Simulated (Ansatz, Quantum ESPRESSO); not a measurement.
# Predicting the next point of a tunnelling series: vacuum gaps between two Li(110) faces

**Set-up.** Quantum ESPRESSO 7.5 (pw.x, pwcond.x), PBE, GBRV ultrasoft; geometry as built. T is the transmission per spin at the Fermi level, averaged over the mesh across the current, in a cell of 8.37 Å². The series steps the width of the vacuum gap.

| width (Å) | T |
| --- | --- |
| 5 | 0.26 |
| 6 | 0.125 |
| 7 | 0.0401 |
| 8 | 0.0103 |

**Question.** What is T at 9 Å?

**Fit.** In the tunnelling regime ln T falls linearly. The last two rows give a slope of ln(0.0401/0.0103)/(8 − 7) = 1.359 per Å, so T(9) ≈ 0.0103 × exp(−1.359 × 1) = 0.00265.

What the calculation gave: T = 0.00228; the estimate is 1.16 times that. The slope over the last interval is 1.504: steeper than before. Points of the mesh with over 2.5 times the mean carry 92 % of this T, so the value leans on the mesh. A second code, Ansatz 0.2.0, gives 0.00135.

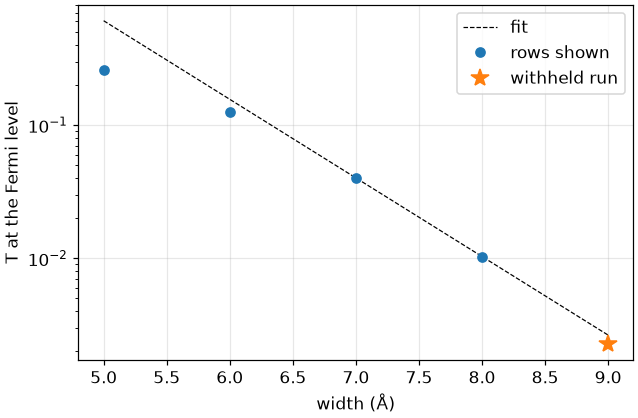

The rows shown, the fit and the withheld run.

Caveats: Short leads, unrelaxed atoms, a barrier without the image potential and an untested mesh.
